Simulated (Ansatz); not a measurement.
```
Mo S
1.0
     3.33772    0.00000    0.00000
     0.00000    3.33772    0.00000
     0.00000    0.00000    8.69327
Mo S
1 3
Cartesian
  1.6689 1.6689 0.0000
  0.0000 0.0000 5.3015
  0.0000 0.0000 3.3918
  0.0000 0.0000 0.0000
```

Space group P4/mmm; a structure generated by program, which may or may not match a known phase; spin-polarised.

These are results of DFT PBE, scalar-relativistic, plane waves, PAW (Ansatz 0.2.0), not measurements.

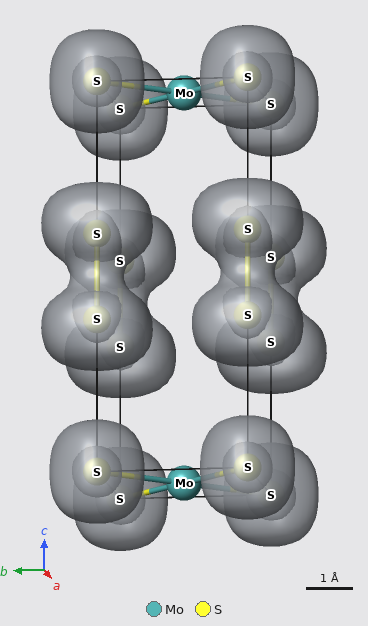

MoS3. Isosurface of the ELF at 0.7 (grey), seen at an oblique angle. Core shells and regions of very low density are left out. Sticks mark near contacts.

In a PAW calculation such maps are meaningful between the atoms, not at the nuclei.

Q: What do the ELF domains correspond to?

A: The ELF exceeds this value in one region between bonded S–S atoms and one region wrapped around S (its valence shell), counted in one cell of 4 atoms. Regions shared between cells count once. Profiles from the grid: S–S (1.91 Å): the ELF peaks at about 0.80 between the atoms. Mo–S (2.36 Å): the ELF peaks at about 0.80 in the valence shell of S, 0.8 Å from its nucleus, and is about 0.30 at the midpoint.

Q: How much charge does the calculation move between the atoms?

A: Electrons move from Mo towards S. Bader charges: Mo +1.11 and S −0.99 to −0.06 e.
